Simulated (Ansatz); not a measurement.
Consider CH3Cl (SMILES [CH2-][ClH+]).

```json
{"atom": "C", "x (Å)": "0.6300", "y (Å)": "-0.2658", "z (Å)": "-0.2086"}
{"atom": "Cl", "x (Å)": "-0.1255", "y (Å)": "0.0448", "z (Å)": "-1.7371"}
{"atom": "H", "x (Å)": "1.7156", "y (Å)": "-0.1455", "z (Å)": "-0.2981"}
{"atom": "H", "x (Å)": "0.1618", "y (Å)": "0.3472", "z (Å)": "0.5700"}
{"atom": "H", "x (Å)": "-0.0755", "y (Å)": "1.3272", "z (Å)": "-2.3750"}
```

Geometry: B3LYP-D3(BJ)/def2-SVP.

These are results of isolated molecule in a Gaussian basis; Kohn-Sham density functional theory, functional PBE0 (Ansatz 0.2.0), not measurements.

### What will maps of the electron density and electron localisation function show?

C–Cl (1.73 Å): the density is about 1.4 e/Å³ at the midpoint, with its minimum of 1.2 e/Å³ about 0.7 Å from C; the ELF peaks at about 0.85 between the atoms: a covalent bond.
C–H (1.10 Å): the density is about 2 e/Å³ at the midpoint; the ELF climbs to about 1 towards the hydrogen, as it does in any bond to H (an ordinary covalent bond to hydrogen).

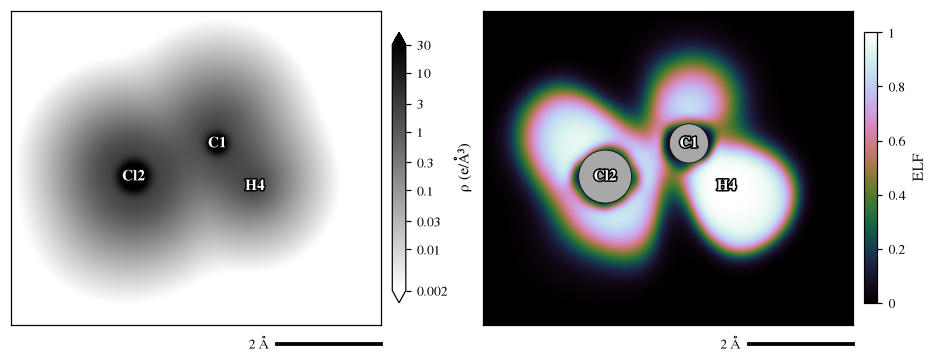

Computed electron density and electron localisation function on the plane of atoms Cl2, C1 and H4, in this order. Grey discs cover the atomic cores in the ELF map. 
